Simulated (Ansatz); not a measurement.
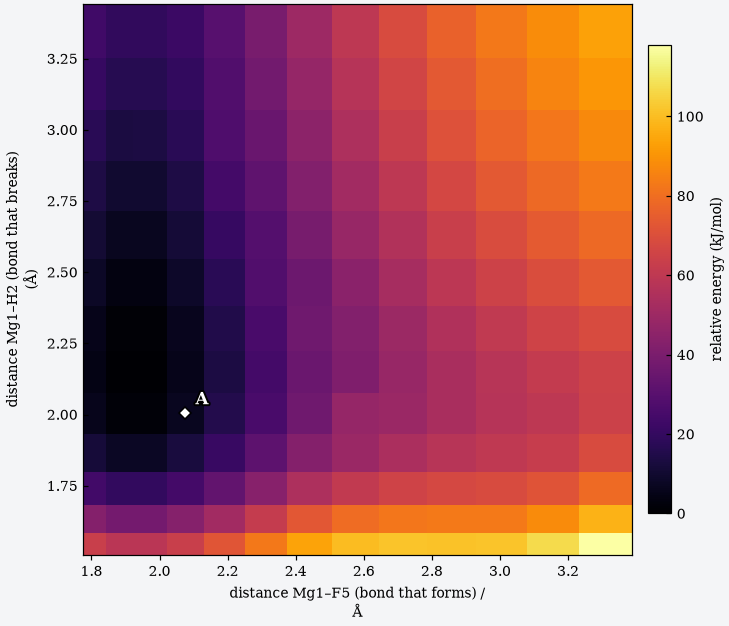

The reacting system ClF₂H₃Mg (fragments ClFH₂Mg + FH where the first distance is long, ClF₂HMg + H₂ where the second is long). 
- The first coordinate is: distance Mg1–F5 (bond that forms); the second: distance Mg1–H2 (bond that breaks).
- Relaxed at each point: all other coordinates.
- The scan uses a 13 × 13 grid.
- Points are written as (first, second).
- All energies are given in kJ/mol relative to the lowest grid point.
- Energies and slopes of some neighbouring points disagree (a jump in structure or state, or too coarse a mesh). The reference is spin-restricted, so regions where a bond is pulled apart into radicals lie too high.
- The calculation used RKS SPW92 (LDA)/def2-SVP in Ansatz 0.2.0.

Drawn: one coloured cell a grid point, the point A.

**Is A at rest? If not, where is it pushed?**

A, at (2.074 Å, 2.004 Å), is not a stationary point. The computed force is 64 kJ/mol for each Å towards smaller values of the first coordinate and 24 kJ/mol for each Å towards larger values of the second coordinate.
